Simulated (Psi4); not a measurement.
# B3LYP/6-31G(d) (spherical functions) run of SiCl3F (trichlorofluorosilane)

What is the energy change on altering one bond length of SiCl3F (trichlorofluorosilane) at B3LYP/6-31G* (spherical functions)? 

The results are computed with Psi4 1.11.

### Step 1. The molecule

SiCl3F: 5 atoms, total charge 0, spin state singlet. SMILES: `F[Si](Cl)(Cl)Cl`. The shape is that of a PBE0-D4/def2-TZVP optimisation.

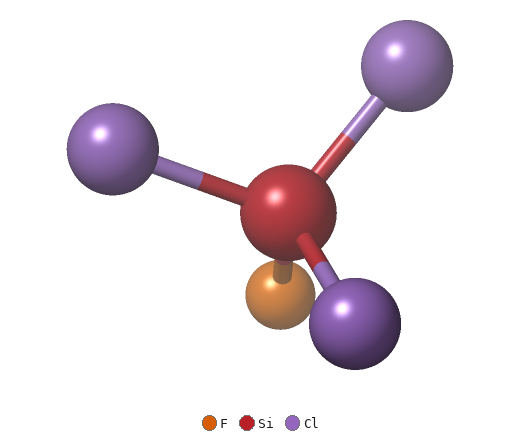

The structure, seen from a chosen angle (fluorine orange, silicon red, chlorine purple).

### Step 2. A single-point energy at B3LYP/6-31G(d) (spherical functions)

File input.json:

```json
{
 "schema_name": "qcschema_input",
 "schema_version": 1,
 "molecule": {
  "schema_name": "qcschema_molecule",
  "schema_version": 2,
  "symbols": ["F", "Si", "Cl", "Cl", "Cl"],
  "geometry": [1.63468869, -1.73244422, 1.98453368, 0.06544122, -0.06933405, 0.07944409, -3.03580722, 1.21031289, 1.87806651, -0.91203852, -2.24471118, -2.88744483, 2.24769694, 2.83617656, -1.05458056],
  "molecular_charge": 0,
  "molecular_multiplicity": 1,
  "fix_symmetry": "c1",
  "fix_com": true,
  "fix_orientation": true
 },
 "driver": "energy",
 "model": {
  "method": "b3lyp",
  "basis": "6-31G*"
 },
 "keywords": {
  "puream": true,
  "e_convergence": 1e-09,
  "d_convergence": 1e-08,
  "scf_type": "pk",
  "dft_radial_points": 99,
  "dft_spherical_points": 590
 }
}
```

The run is started by

```sh
$ psi4 --qcschema input.json -n 1 --memory 2200MB
```

stdout:

```text
[...]
  Running in c1 symmetry.
[...]
  Nuclear repulsion =  451.587219256816525
[...]
  Multiplicity = 1
[...]
  Nalpha       = 37
  Nbeta        = 37
[...]
    Number of basis functions: 86
[...]
   @RKS iter   1: -1770.04604219059797    1.14473e-01   4.90959e-03 ADIIS/DIIS
[...]
   @RKS iter  10: -1770.11956400267059    0.00000e+00   2.59330e-09 DIIS
[...]
    Orbital Energies [Eh]
    ---------------------
    Doubly Occupied:
       1A   -101.554920     2A   -101.554906     3A   -101.554905
       4A    -66.280252     5A    -24.732541     6A     -9.490394
       7A     -9.490361     8A     -9.490360     9A     -7.251129
      10A     -7.251128    11A     -7.251106    12A     -7.244433
      13A     -7.244426    14A     -7.244424    15A     -7.244367
      16A     -7.244359    17A     -7.244357    18A     -5.426877
      19A     -3.785967    20A     -3.785724    21A     -3.785724
      22A     -1.234239    23A     -0.895709    24A     -0.859100
      25A     -0.859099    26A     -0.585386    27A     -0.503533
      28A     -0.495573    29A     -0.495572    30A     -0.433433
      31A     -0.433432    32A     -0.387129    33A     -0.378936
      34A     -0.378935    35A     -0.354540    36A     -0.354538
[...]
  @RKS Final Energy: -1770.11956400267059
   => Energetics <=
    Nuclear Repulsion Energy =            451.5872192568165246
    One-Electron Energy =               -3346.4288138437264024
    Two-Electron Energy =                1218.4787424761211696
    DFT Exchange-Correlation Energy =     -93.7567118918816931
    Empirical Dispersion Energy =           0.0000000000000000
    VV10 Nonlocal Energy =                  0.0000000000000000
    Total Energy =                      -1770.1195640026705860
[...]
 Multipole Moments:
 ------------------------------------------------------------------------------------
     Multipole            Electronic (a.u.)      Nuclear  (a.u.)        Total (a.u.)
 ------------------------------------------------------------------------------------
 L = 1.  Multiply by 2.5417464519 to convert [e a0] to [Debye]
 Dipole X            :         13.2164575          -13.2741543           -0.0576968
 Dipole Y            :        -14.0063736           14.0675559            0.0611823
 Dipole Z            :         16.0442135          -16.1142806           -0.0700671
 Magnitude           :                                                    0.1094604
[...]
```

The result, in JSON:

```text
{
 "driver": "energy",
 "model": {
  "method": "b3lyp",
  "basis": "6-31G*"
 },
 "success": true,
 "return_result": -1770.1195640026706,
 "properties": {
  "calcinfo_nbasis": 86,
  "calcinfo_nmo": 86,
  "calcinfo_nalpha": 37,
  "calcinfo_nbeta": 37,
  "calcinfo_natom": 5,
  "nuclear_repulsion_energy": 451.5872192568165,
  "return_energy": -1770.1195640026706,
  "scf_one_electron_energy": -3346.4288138437264,
  "scf_two_electron_energy": 1218.4787424761212,
  "scf_xc_energy": -93.7567118918817,
  "scf_dipole_moment": [-0.0576967884246713, 0.061182300714730076, -0.07006706239076976],
  "scf_total_energy": -1770.1195640026706,
  "scf_iterations": 10
 }
}
```

Wall time 11 s (1 thread of Intel Xeon 6975P-C (Granite Rapids), shared host); peak memory 0.83 GiB.

### Step 3. The distorted shape: energy and forces at B3LYP/6-31G(d) (spherical functions)

File job.inp:

```
memory 2.2 GB

molecule geom {
  F
  Si 1 R2
  Cl 2 R3 1 A3
  Cl 2 R4 1 A4 3 D4
  Cl 2 R5 1 A5 3 D5

  R2 = 1.574944
  R3 = 2.014371
  A3 = 108.35847
  R4 = 4.4316
  A4 = 108.35813
  D4 = -119.99812
  R5 = 2.014369
  A5 = 108.35754
  D5 = 120.00151
  symmetry c1
}

set globals {
  basis 6-31G*
  reference rks
  puream true
  e_convergence 1e-09
  d_convergence 1e-08
  scf_type pk
  dft_radial_points 99
  dft_spherical_points 590
}

e_tot, wfn = gradient('b3lyp', return_wfn=True)
print_variables()
```

The run is started by

```sh
$ psi4 job.inp job.out -n 1
```

job.out:

```text
[...]
  Running in c1 symmetry.
[...]
  Nuclear repulsion =  369.002650802619144
[...]
  Multiplicity = 1
[...]
  Nalpha       = 37
  Nbeta        = 37
[...]
    Number of basis functions: 86
[...]
   @RKS iter   1: -1769.70120268081246   -1.10621e-02   6.10070e-03 ADIIS/DIIS
[...]
   @RKS iter  17: -1769.93725588890038   -1.20508e-11   4.14124e-09 DIIS
[...]
    Orbital Energies [Eh]
    ---------------------
    Doubly Occupied:
       1A   -101.601499     2A   -101.601495     3A   -101.484148
       4A    -66.319652     5A    -24.776359     6A     -9.536151
       7A     -9.536144     8A     -9.411496     9A     -7.297286
      10A     -7.297270    11A     -7.290372    12A     -7.290370
      13A     -7.289710    14A     -7.289703    15A     -7.175341
      16A     -7.165151    17A     -7.165148    18A     -5.466427
      19A     -3.825931    20A     -3.824748    21A     -3.824536
      22A     -1.274225    23A     -0.925068    24A     -0.899982
      25A     -0.734265    26A     -0.621623    27A     -0.535655
      28A     -0.531939    29A     -0.520628    30A     -0.468074
      31A     -0.429870    32A     -0.417463    33A     -0.400408
      34A     -0.390466    35A     -0.273086    36A     -0.266295
[...]
  @RKS Final Energy: -1769.93725588890038
   => Energetics <=
    Nuclear Repulsion Energy =            369.0026508026191436
    One-Electron Energy =               -3180.4295868482831793
    Two-Electron Energy =                1135.1041238536581659
    DFT Exchange-Correlation Energy =     -93.6144436968942983
    Empirical Dispersion Energy =           0.0000000000000000
    VV10 Nonlocal Energy =                  0.0000000000000000
    Total Energy =                      -1769.9372558889003813
[...]
 Multipole Moments:
 ------------------------------------------------------------------------------------
     Multipole            Electronic (a.u.)      Nuclear  (a.u.)        Total (a.u.)
 ------------------------------------------------------------------------------------
 L = 1.  Multiply by 2.5417464519 to convert [e a0] to [Debye]
 Dipole X            :          2.0458763            0.1409872            2.1868636
 Dipole Y            :         -1.1811016           -0.0813904           -1.2624919
 Dipole Z            :         -1.1692107            0.5740723           -0.5951384
 Magnitude           :                                                    2.5943107
[...]
  -Total Gradient:
     Atom            X                  Y                   Z
    ------   -----------------  -----------------  -----------------
       1        0.007297792299    -0.004212405610     0.013805892597
       2        0.000868667010    -0.000500975809    -0.007371471580
       3        0.006486786449     0.006789107864    -0.005502432411
       4       -0.011999848645     0.006927529451     0.004577272607
       5       -0.002636703083    -0.009012902334    -0.005503316621
[...]
```

Wall time 20 s (1 thread of Intel Xeon 6975P-C (Granite Rapids), shared host); peak memory 0.76 GiB.

### Step 4. Summary of results

Level: B3LYP/6-31G* (spherical functions).

| quantity | value |
| --- | --- |
| first shape: total energy | -1770.11956 Eh |
| first shape: dipole moment | 0.28 D |
| first shape: HOMO energy | -9.35 eV |
| first shape: LUMO energy | -0.61 eV |
| first shape: HOMO–LUMO gap | 8.74 eV |
| distorted shape: total energy | -1769.93726 Eh |
| distorted shape: dipole moment | 6.59 D |
| distorted shape: HOMO energy | -7.25 eV |
| distorted shape: LUMO energy | -6.24 eV |
| distorted shape: HOMO–LUMO gap | 1.00 eV |
| distorted shape: largest force on an atom | 0.832 eV/Å |
| energy change with the Si2–Cl4 bond stretched from 2.014 to 4.432 Å | 4.961 eV |

In words: One bond (distorted shape) is far stretched, which a spin-restricted single reference describes badly; a broken-symmetry solution may lie lower. With the Si2–Cl4 bond stretched from 2.014 to 4.432 Å the energy rises by 4.96 eV (479 kJ/mol). The first shape isn't relaxed at this level, so the change isn't measured from a minimum. A restricted reference can't describe the breaking bond well at this length.
